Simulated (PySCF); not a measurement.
# C4H10Ge (SMILES [CH3][GeH]1[CH2]C[CH2]1): what the fields show

```xyz
15

C     2.0562   -0.3621   -0.6706
Ge    0.7298    0.3395    0.5778
C    -0.8202    1.2166   -0.2870
C    -1.5617   -0.1407   -0.2061
C    -0.7995   -0.8696    0.9277
H     2.6790    0.4508   -1.0722
H     1.5490   -0.8587   -1.5109
H     2.7135   -1.0935   -0.1774
H     1.4197    1.0398    1.7714
H    -1.2638    1.9681    0.3850
H    -0.7256    1.6597   -1.2888
H    -1.4275   -0.6905   -1.1528
H    -2.6510   -0.0587   -0.0467
H    -0.6896   -1.9580    0.8187
H    -1.2363   -0.6610    1.9170
```

Geometry: PBE0-D3(BJ)/def2-SVP.

Method: B3LYP/def2-SVPD, SCF density, gas phase (PySCF 2.14.0).

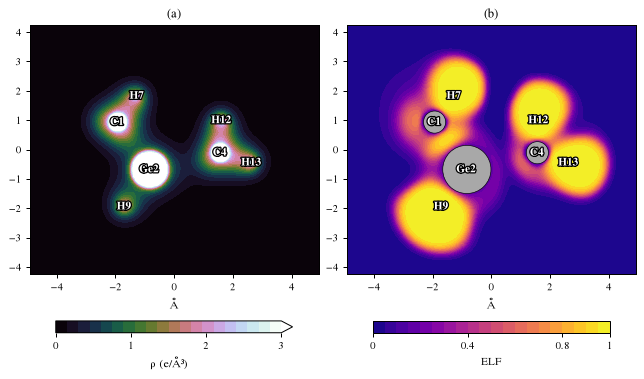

Figure 1. (a) electron density; (b) ELF on the plane of atoms C1, Ge2 and H9. Grey discs cover the atomic cores in the ELF map.

What does the map show?

Answer. Atoms in the plane: C, Ge and H.
C–Ge (1.95 Å): ρ at the midpoint is about 0.88 e/Å³; the ELF peaks at about 0.95 in the valence shell of C, 0.7 Å from its nucleus, and is about 0.70 at the midpoint.
C–H (1.10 Å): ρ at the midpoint is about 1.9 e/Å³; the ELF climbs to about 1 towards the hydrogen, as it does in any bond to H: an ordinary covalent bond to hydrogen.
Ge–H (1.55 Å): ρ is about 1 e/Å³ halfway; the ELF climbs to about 1 towards the hydrogen.

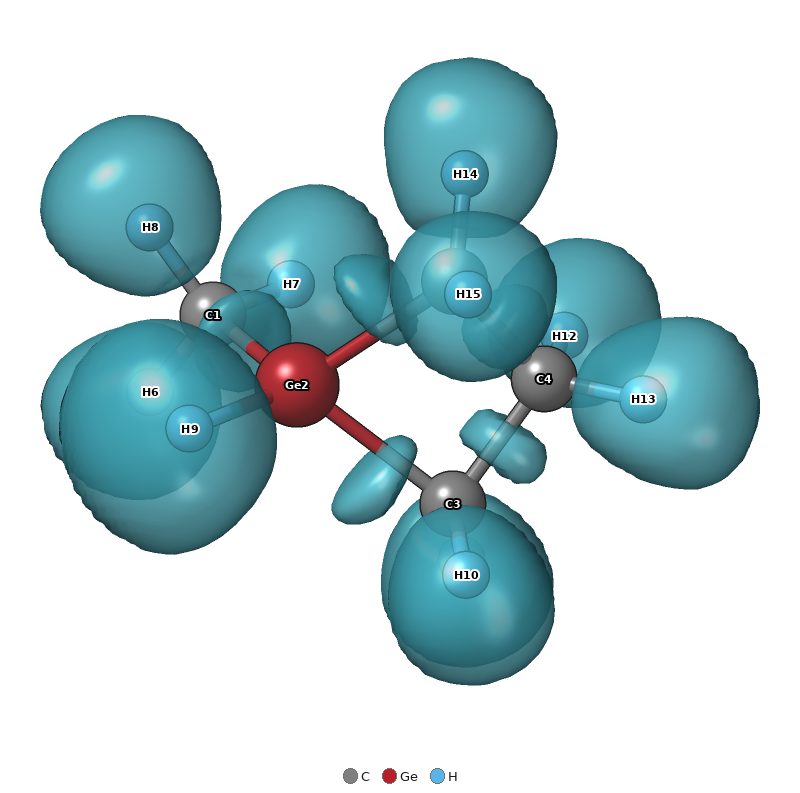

Figure 2. Isosurface of the ELF at 0.8 (cyan), seen at a tilt. Only the valence region is drawn (cores and ρ < 0.01 e/Å³ removed).

What do the ELF domains correspond to?

Answer. The ELF exceeds this value in two regions between bonded C–C atoms (shared pairs), ten regions around hydrogen nuclei, one lobe of the valence shell of C pointing towards Ge (polar bonds) and two regions wrapped around C (the valence shell of each). Profiles from the grid: C–C (1.55 Å): the ELF peaks at about 0.95 between the atoms; localised, covalent bonding.

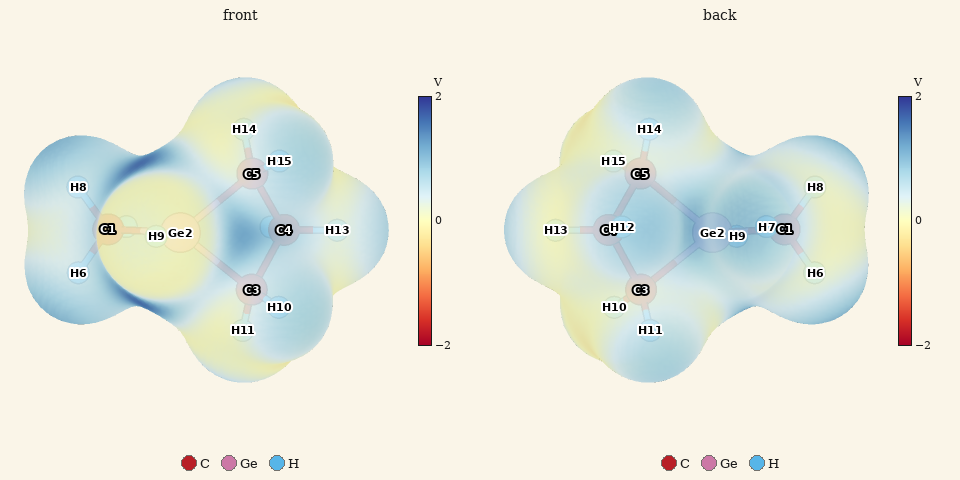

Figure 3. The electrostatic potential painted on the density surface at 0.004 e/bohr³, seen from the front and from behind; the colour scale runs from red (negative) to blue (positive).

Which sites attract a positive test charge, and which a negative one?

Answer. A positive charge is drawn to the negative regions and a negative charge to the positive ones. The most negative region (about −0.1 V) lies over C3 and C5, the most positive (about +1.6 V) over Ge2.

How polar is the molecule by this calculation?

Answer. Its dipole moment is 0.44 D.
